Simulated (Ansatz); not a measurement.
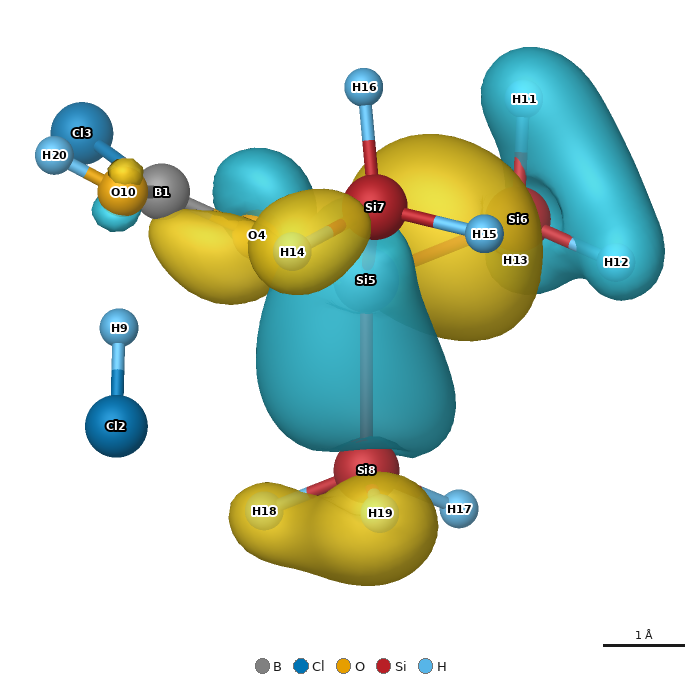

BClH₁₀O₂Si₄···HCl. The HOMO at ±0.08 Å⁻³ᐟ² (yellow and cyan are the two phases), seen at a tilt.

The product side of a reaction path; geometry: PBE0-D4/def2-TZVP; a saddle point, not a minimum.

The calculation used RKS PBE0-D4/def2-TZVPP in Ansatz.

```xyz
20

B    -1.7534   -0.8409   -1.4374
Cl    0.2685   -3.5128    0.6549
Cl   -2.7034   -0.8932   -2.9305
O    -0.7100   -0.0195   -1.3394
Si    0.3032    0.5481   -0.1193
Si    0.6236    2.8281   -0.5452
Si   -0.6757    0.3418    2.0025
Si    2.3853   -0.5442   -0.2657
H    -0.7444   -2.7754    0.3306
O    -2.1125   -1.6572   -0.3956
H    -0.6535    3.5854   -0.4448
H     1.5768    3.3518    0.4714
H     1.2030    3.0301   -1.9003
H    -0.7554   -1.0579    2.4896
H     0.1793    1.1306    2.9329
H    -2.0394    0.9387    1.9906
H     3.4167    0.4472   -0.6811
H     2.3137   -1.6195   -1.2875
H     2.7826   -1.1103    1.0489
H    -2.9050   -2.1710   -0.5749
```

> What is the character of this orbital?

It lies mainly on Si5 (about 30 %), Si6 (about 25 %), Si8 (about 15 %) and O4 (about 10 %). Its energy is −7.76 eV.
